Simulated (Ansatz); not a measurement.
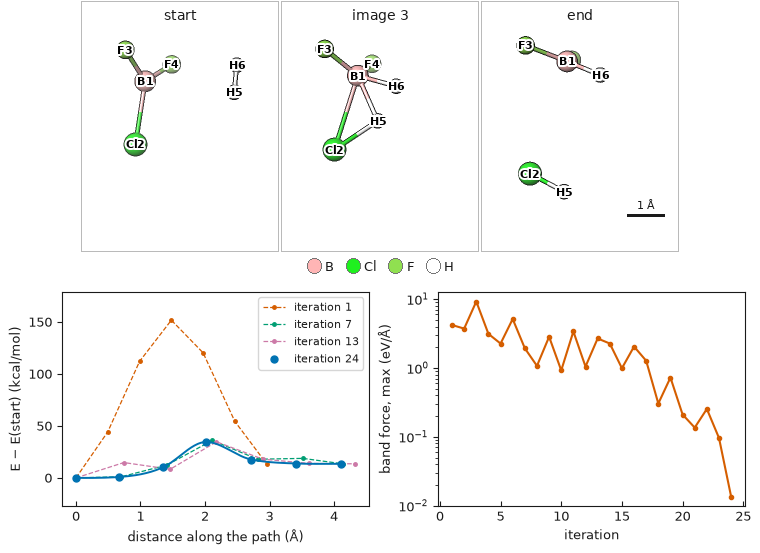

A nudged-elastic-band calculation for BH$_{2}$ClF$_{2}$, made up of BClF2 and H₂. Images are numbered from 0 (start) to 6 (end). The plot follows the band through its iterations. The picture is a ball-and-stick view, seen at a tilt.

These are results of Ansatz 0.2.0, RKS PBE0-D4/def2-SVP, not measurements. Run with 5 movable images; climbing image.

Q: How did the profile develop, and is the result final?

A: The run is converged, with reservations. The band converged in 24 iterations. The largest component of the band force went from 4.2 to 0.014 eV/Å. The climbing image converged on the top of the path. Its curvatures weren't checked. The largest force component is 0.38 eV/Å at the start and 0.26 eV/Å at the end; an end with forces this large is no minimum, and the barrier measured from it can be far off. The first iteration put the highest image at 151.7 kcal/mol. The energy climbs by 34.5 kcal/mol to image 3 and then falls by 21.0 kcal/mol, so the end point sits at +13.5 kcal/mol.

Limits of the set-up: the start holds two separate molecules, 3.0 Å apart at their closest, whose relative position is a soft coordinate.

Cost: 2.3 min on 2 threads of AMD EPYC 7R43 64-Core, with other jobs on the host.
